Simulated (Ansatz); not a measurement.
Input

```
crystal:
  periodic: [false, false, false]
  atoms:
    - {symbol: Ti, position_ang: [0.280302, -1.270824, -0.387674]}
    - {symbol: Ti, position_ang: [-0.280299, 1.270809, 0.387672]}
    - {symbol: O, position_ang: [1.747604, -2.217228, -0.310092]}
    - {symbol: O, position_ang: [0.337547, 0.428253, -1.159775]}
    - {symbol: O, position_ang: [-0.337535, -0.428250, 1.159783]}
    - {symbol: O, position_ang: [-1.747618, 2.217241, 0.310095]}
basis:
  gaussian: {orbitals: def2-TZVPD, initial_orbitals: start.molden}
total_charge: -1
magnetization: {spin_polarized: true, initial_magnetization: 3}
hamiltonian: {xc: pbe0, dispersion: d4}
scf: {omitted_lower_state_checks: [starts]}
output: {orbitals: {seedname: orbitals}}
```

Run with:

```sh
ansatz run in.yaml --threads 4 --pin off --events-out ev --progress --plain --max-ram 4787MiB
```

Geometry: PBE-D4/def2-SVPD.

Theory: UKS PBE0-D4/def2-TZVPD (Ansatz 0.2.0).

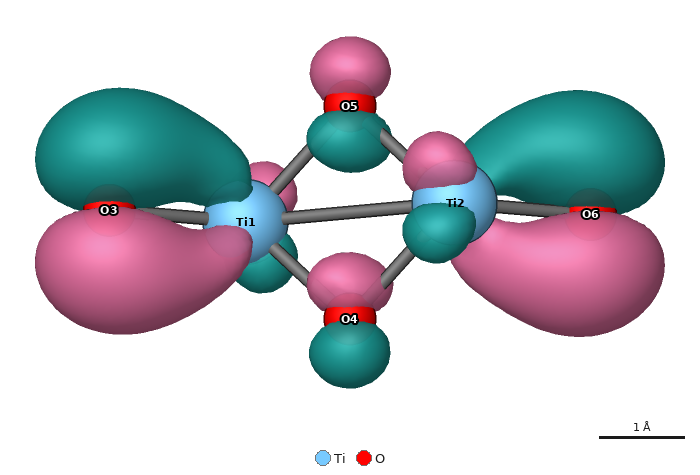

O₄Ti₂ (charge −1, quartet). The HOMO (β) at ±0.1 Å⁻³ᐟ² (teal and pink are the two phases), seen at a tilt.

**What is the character of this orbital?**

It lies mainly on O3 (about 35 %), O6 (about 35 %), Ti1 (about 10 %) and Ti2 (about 10 %); it is ungerade (odd under inversion); largely a combination of lone pairs on O3 and O6. Its energy is −2.63 eV.
